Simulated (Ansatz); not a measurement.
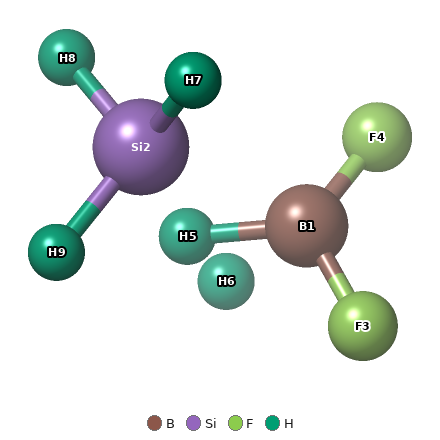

The system is the reacting system BF₂H₅Si (fragments BF₂H₃Si + H₂ where the first distance is long, BF₂H + H₄Si where the second is long); the picture shows the reference structure. The first coordinate is: distance Si2–H5 (bond that forms); the second: distance H5–H6 (bond that breaks). Relaxed at each point: all other coordinates. The grid has 13 × 13 points. At 1 point there is no value. Points are written as (first, second). Energies are in eV, from a guessed transition structure relaxed with its forming and breaking bonds held. Energies and slopes of some neighbouring points disagree (a jump in structure or state, or too coarse a mesh). The reference is spin-restricted, so regions where a bond is pulled apart into radicals lie too high. Theory: RHF/def2-SVP in Ansatz.

Its coordinates:

```xyz
9

B    -0.6635   -0.9151    0.1043
Si    0.3350    1.0949   -0.2590
F    -0.9317   -1.5981   -1.0082
F    -1.5446   -0.9107    1.1042
H     0.5899   -0.6543    0.3850
H     0.5665   -1.5924    0.6819
H    -0.6839    2.0209   -0.8047
H     0.8791    1.6227    1.0166
H     1.4532    0.9321   -1.2201
```

Range: distance Si2–H5 (bond that forms) from 1.278 to 2.778 Å; distance H5–H6 (bond that breaks) from 0.666 to 1.866 Å.

What will the energy surface look like?

Answer. The lowest grid point is at (1.438 Å, 1.866 Å), −3.03 eV from a guessed transition structure relaxed with its forming and breaking bonds held. It lies in a valley that leaves the map towards separated partners. The energy also falls towards the edge at (2.778 Å, 0.720 Å) (0.75 eV above the lowest), where a further well may lie outside the range. The highest grid point, (1.278 Å, 1.068 Å), lies 5.68 eV above the lowest.

```tsv
second ↓, first →	1.278	1.345	1.438	1.543	1.658	1.780	1.909	2.043	2.182	2.325	2.472	2.623	2.778
1.866	−2.49	−2.82	−3.03	−3.02	−2.82	−2.48	−2.04	−1.55	−1.03	−0.51	−0.01	0.48	0.94
1.742	−2.43	−2.76	−2.97	−2.96	−2.76	−2.42	−1.99	−1.49	−0.98	−0.46	0.05	0.53	0.99
1.621	−2.33	−2.67	−2.88	−2.88	−2.68	−2.35	−1.91	−1.42	−0.91	−0.39	0.11	0.60	1.06
1.504	−2.20	−2.54	−2.76	−2.76	−2.57	−2.24	−1.81	−1.33	−0.81	−0.30	0.20	0.68	1.17
1.389	−2.02	−2.36	−2.59	−2.60	−2.42	−2.10	1.18	1.00	0.86	0.75	0.67	0.62	0.58
1.278	−0.34	−0.60	2.07	1.58	1.18	0.87	0.62	0.42	0.27	0.16	0.08	0.02	−0.02
1.171	0.11	2.35	1.70	1.15	0.69	0.33	0.06	−0.15	−0.31	−0.42	−0.51	−0.57	−0.61
1.068	2.65	2.00	1.29	0.69	0.20	−0.18	−0.47	−0.69	−0.85	−0.97	−1.06	−1.12	−1.17
0.970	2.27	–	0.89	0.26	−0.24	−0.64	−0.94	−1.17	−1.34	−1.46	−1.55	−1.61	−1.66
0.878	1.96	1.27	0.58	−0.07	−0.59	−0.99	−1.30	−1.54	−1.71	−1.84	−1.93	−2.00	−2.04
0.794	1.77	1.08	0.34	−0.29	−0.78	−1.19	−1.51	−1.75	−1.93	−2.06	−2.15	−2.22	−2.26
0.720	1.75	1.07	0.32	−0.30	−0.79	−1.20	−1.53	−1.77	−1.95	−2.08	−2.18	−2.24	−2.29
0.666	1.89	1.21	0.47	−0.16	−0.67	−1.06	−1.39	−1.63	−1.81	−1.95	−2.04	−2.11	−2.15
```

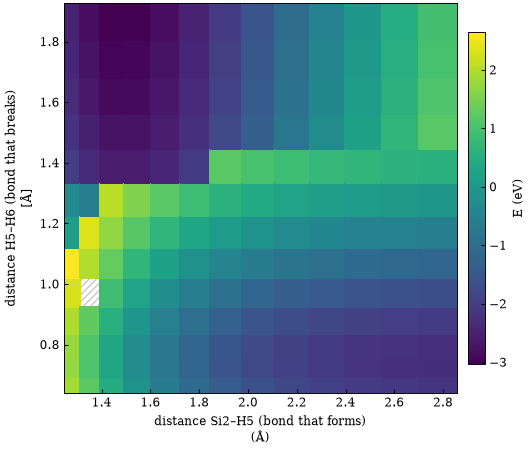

Drawn: one coloured cell a grid point, hatched blanks where no value was computed.

Each point was launched as `ansatz run input.yaml --threads 1 --pin off --max-ram 2560MiB --backend cpu --events-out ev --progress --plain --runs-dir out`. The whole map (168 points run) took 21 min on 1 thread of Intel(R) Xeon(R) 6975P-C (Granite Rapids), on a shared host.
